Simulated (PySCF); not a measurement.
# PBE0/STO-3G run of SiH4O (silanol)

What is the vertical singlet–triplet gap of SiH4O (silanol) at PBE0/STO-3G? 

The calculation is run with PySCF 2.14.0.

5 further runs of the same task are left out: 5 set aside as unsound or not needed.

### 1 The structure to begin with

SiH4O: 6 atoms, total charge 0, spin state singlet. SMILES: `O[SiH3]`. The shape is that of a PBE0-D4/def2-TZVP optimisation.

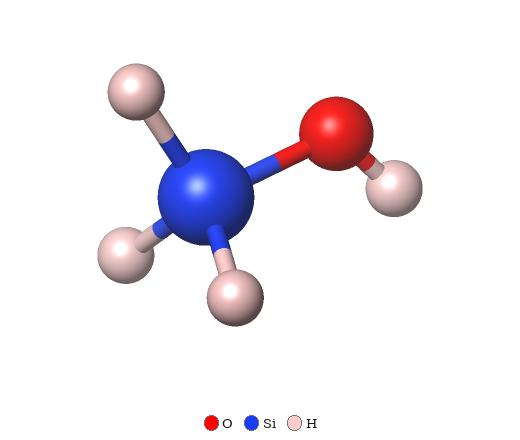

Viewed from a chosen angle; oxygen red, silicon blue, hydrogen pink.

### 2 A single-point energy at PBE0/STO-3G

Contents of start.xyz:

```xyz
6
H4OSi
O      0.636700    -1.030300     0.419000
Si    -0.035700     0.346500    -0.187000
H      0.069100    -1.629200     0.904700
H     -1.128300     0.045700    -1.152800
H      1.060500     1.064900    -0.875600
H     -0.602300     1.202400     0.891700
```

Contents of input.py:

```python
from pyscf import gto, dft

mol = gto.M(
    atom='start.xyz',
    basis='sto-3g',
    max_memory=1860,
    charge=0,
    verbose=3,
)

myscf = dft.RKS(mol)
myscf.xc = 'pbe0'
myscf.conv_tol = 1e-10
myscf.grids.level = 5
myscf.kernel()
if not myscf.converged:
    myscf = myscf.newton().run(myscf.mo_coeff, myscf.mo_occ)

etot = myscf.e_tot
print('Final energy', etot)
```

Run with:

```
OMP_NUM_THREADS=1 python input.py
```

Log:

```text
converged SCF energy = -362.49627505433
Final energy -362.4962750543298
```

Wall time 3.9 s (1 thread of Intel Xeon Platinum 8259CL at 2.50GHz (Skylake/Cascade Lake), shared host); peak memory 0.2 GiB.

### 3 The triplet, same level

Contents of input.py:

```python
from pyscf import gto, dft

mol = gto.Mole()
mol.atom = '''
O      1.203189    -1.946985     0.791795
Si    -0.067463     0.654790    -0.353379
H      0.130580    -3.078742     1.709635
H     -2.132178     0.086360    -2.178476
H      2.004055     2.012369    -1.654644
H     -1.138182     2.272207     1.685069
'''
mol.spin = 2
mol.unit = 'bohr'
mol.max_memory = 1860
mol.basis = 'sto-3g'
mol.verbose = 3
mol.build()

mf = dft.UKS(mol)
mf.xc = 'pbe0'
mf.conv_tol = 1e-10
mf.grids.level = 5
mf.kernel()
if not mf.converged:
    mf = mf.newton().run(mf.mo_coeff, mf.mo_occ)

e_tot = mf.e_tot
print('Final energy', e_tot)
```

Run with:

```
OMP_NUM_THREADS=1 python input.py
```

Log:

```text
WARN: HOMO 0.145897627722375 >= LUMO -0.327735596931769

WARN: HOMO 0.224453860032477 >= LUMO 0.151450881111276

WARN: HOMO 0.2130931543449 >= LUMO -0.0536246867412693

WARN: HOMO 0.171638026058974 >= LUMO -0.0527074553546061

WARN: HOMO 0.15758845304514 >= LUMO -0.0594605844266143

WARN: HOMO 0.15295112121314 >= LUMO -0.0588023896485035

WARN: HOMO 0.152363315142317 >= LUMO -0.0579453319735322

WARN: HOMO 0.151485060532819 >= LUMO -0.0583961212134407

WARN: HOMO 0.151511573024014 >= LUMO -0.0583602945500329

WARN: HOMO 0.151477361300251 >= LUMO -0.0583917313953163

WARN: HOMO 0.151481841777199 >= LUMO -0.0583967852385621

WARN: HOMO 0.151483444010359 >= LUMO -0.0583958950430549

WARN: HOMO 0.151483126169728 >= LUMO -0.0583960603819182

converged SCF energy = -362.169368624123  <S^2> = 2.0009002  2S+1 = 3.0006001
Final energy -362.1693686241229
```

Wall time 8.4 s (1 thread of Intel Xeon Platinum 8259CL at 2.50GHz (Skylake/Cascade Lake), shared host); peak memory 0.2 GiB.

### 4 What came out

At PBE0/STO-3G:

```
                                        quantity          value
                           singlet: total energy  -362.49628 Eh
                          singlet: dipole moment         1.18 D
                            singlet: HOMO energy       -4.23 eV
                            singlet: LUMO energy        7.80 eV
                          singlet: HOMO–LUMO gap       12.04 eV
                           triplet: total energy  -362.16937 Eh
                          triplet: dipole moment         1.37 D
                                   triplet: ⟨S²⟩          2.001
vertical energy of the triplet above the singlet       8.896 eV
```

At this shape the triplet lies 8.90 eV (205 kcal/mol) above the singlet. In a minimal basis such a difference can be off by several eV, whatever the method.
